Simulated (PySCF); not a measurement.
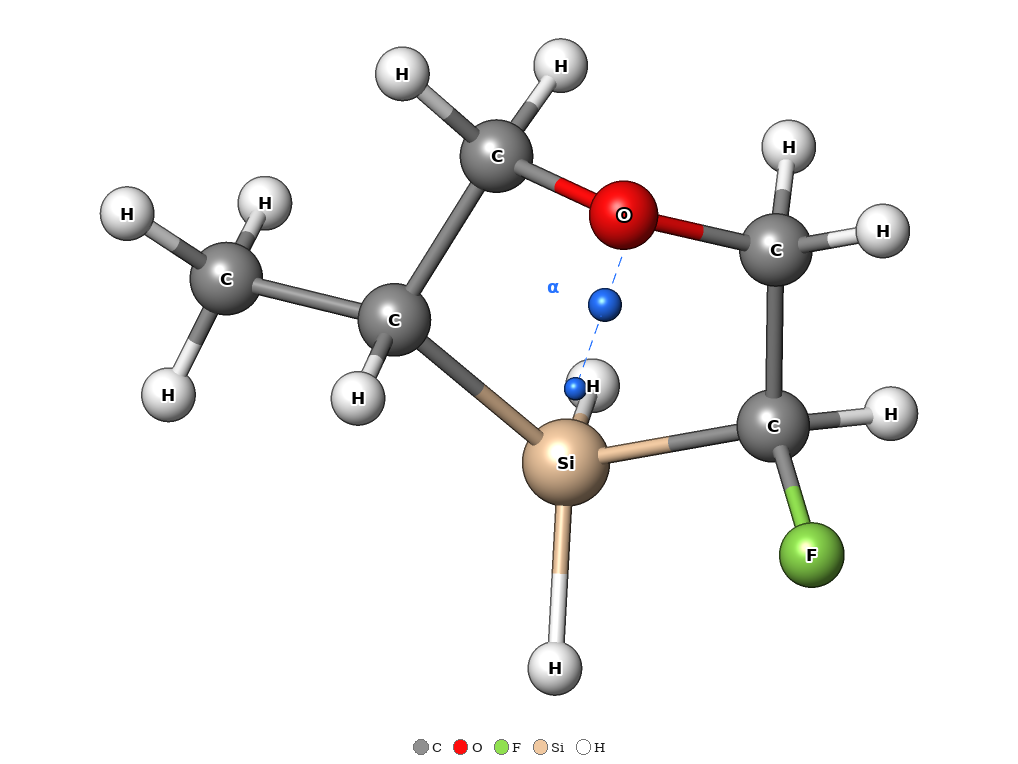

The small points mark where nucleus-independent chemical shifts (NICS) were computed: at the centre of each lettered ring and 1 Å above and below it. Geometry: a frame of a GFN2-xTB molecular-dynamics simulation, not a minimum. Properties computed with GIAO PBE0/pcSseg-1 NMR shielding, non-relativistic, gas phase (PySCF 2.14.0).

Give NICS(0), NICS(1) and the out-of-plane component NICS(1)zz for each ring (means of the two sides).

```tsv
ring	members	NICS(0)	NICS(1)	NICS(1)zz
α	C4OSi	−1.4	−1.8	3.1
```

Values in ppm.

What do the values say about the ring currents?

Answer. Ring α: weak, as in a non-aromatic ring. NICS is one index among several.
